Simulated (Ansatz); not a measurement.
LiPS3 (C2/m), computed twice by G0W0.

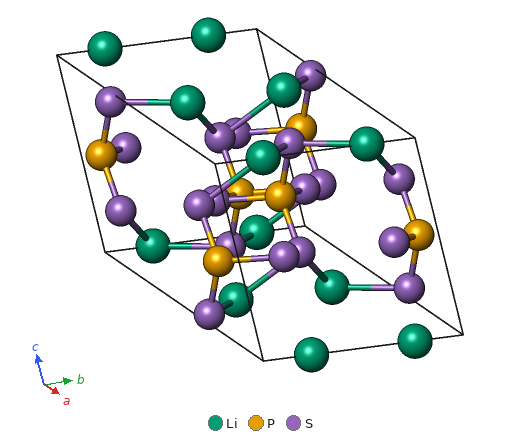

The structure (lithium teal, phosphorus orange, sulfur purple). Bonds to atoms that aren't drawn are left out. Some periodic images of atoms are drawn too.

```cif
data_structure
_symmetry_space_group_name_H-M 'P 1'
_symmetry_Int_Tables_number 1
_cell_length_a 6.5699
_cell_length_b 6.5699
_cell_length_c 6.5251
_cell_angle_alpha 119.479
_cell_angle_beta 119.479
_cell_angle_gamma 64.453
_cell_volume 206.69
loop_
_atom_site_label
_atom_site_type_symbol
_atom_site_fract_x
_atom_site_fract_y
_atom_site_fract_z
_atom_site_occupancy
Li1 Li 0.75912 0.24088 0.00000 1
Li2 Li 0.24088 0.75912 0.00000 1
P3 P 0.15352 0.15352 0.57801 1
P4 P 0.84648 0.84648 0.42199 1
S5 S 0.22403 0.77597 0.50000 1
S6 S 0.77597 0.22403 0.50000 1
S7 S 0.19711 0.19711 0.31871 1
S8 S 0.80289 0.80289 0.68129 1
S9 S 0.32277 0.32277 0.94081 1
S10 S 0.67723 0.67723 0.05919 1
```

Geometry: measured cell, ions relaxed with PBE. The runs that relaxed it are not among those shown.

The first (Ansatz 0.2.0; start PBE with 15 % screened exact exchange, 2×2×2 mesh, 862 empty bands, screening to 150 eV, PAW set soft_1 files; 1 × NVIDIA H100 80GB HBM3 (shared by 6 runs) with 2 threads of AMD EPYC 7R13 (Zen 3), shared host) gave, on its mesh: starting gap 2.35 eV, G0W0 gap 3.49 eV, RPA ε∞ (mean) 4.51, 75 s.

The second gave: starting gap 3.24 eV, G0W0 gap 3.90 eV, RPA ε∞ (mean) 3.85, 83 s.

Q: What was changed in the input? Choose among start, files, mesh, bands and cutoff, frequency model or another key.

Changed: start from PBE with 15 % screened exact exchange to PBE with 35 % screened exact exchange. A jump of this size in the start, with ε∞ moving the other way, marks another functional. Other changes could give like numbers; this is the one that was made.

Limits: not at the basis limit; coarse k mesh.

[Paths, hosts, dates, memory and timing lines, banners, echoed tables and standing remarks are left out of the program output.]

[Logs are printed without paths, hosts, clocks, repeated set-up lines and the standing remarks that a program may print on its own settings, such as how far it seeks lower states.]

[Runs of the session that timed out or met a known fault of the program may be left out.]

[Cells called generated may have been cut or substituted from an entry of the Crystallography Open Database or the Materials Project.]

[Hosts, paths, dates, database ids (printed as entryN), source tags and the programs' standing remarks are cut or masked in the printed files.]
